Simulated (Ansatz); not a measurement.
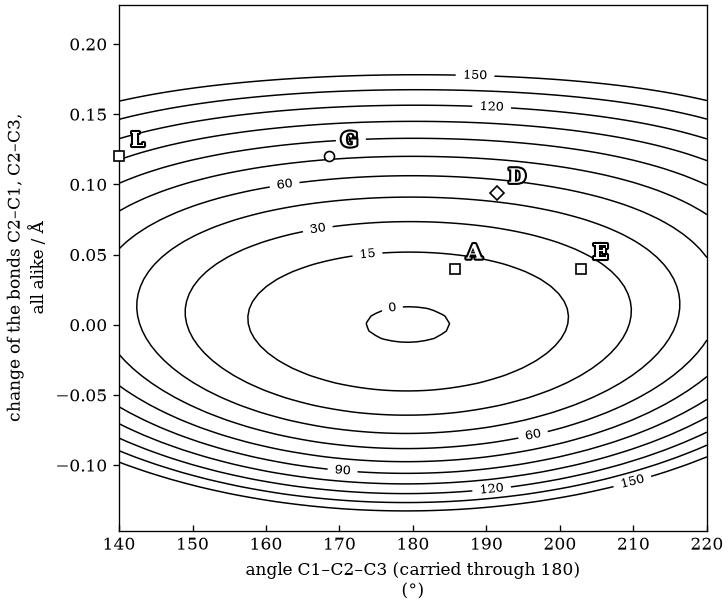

C₄H₄F₂, SMILES CC#CC(F)F. Coordinates scanned: (1) angle C1–C2–C3 (carried through 180); (2) change of the bonds C2–C1, C2–C3, all alike. Nothing is relaxed (all other coordinates rigid). The grid has 15 × 15 points. Points are written as (first, second). Energies are in kJ/mol, from the lowest grid point. Method: RKS PBE-D4/def2-SVP in Ansatz.

Drawn: contour lines labelled in kJ/mol (none above 150), lettered points. Between grid points the surface is interpolated.

> Is D the lowest point of the computed grid?

No. D lies 51 kJ/mol above the lowest grid point, which is at (180.0°, 0.013 Å).

> Rank the lettered points by energy, lowest first.

A (10 kJ/mol), E (25 kJ/mol), D (51 kJ/mol), G (77 kJ/mol), L (107 kJ/mol).
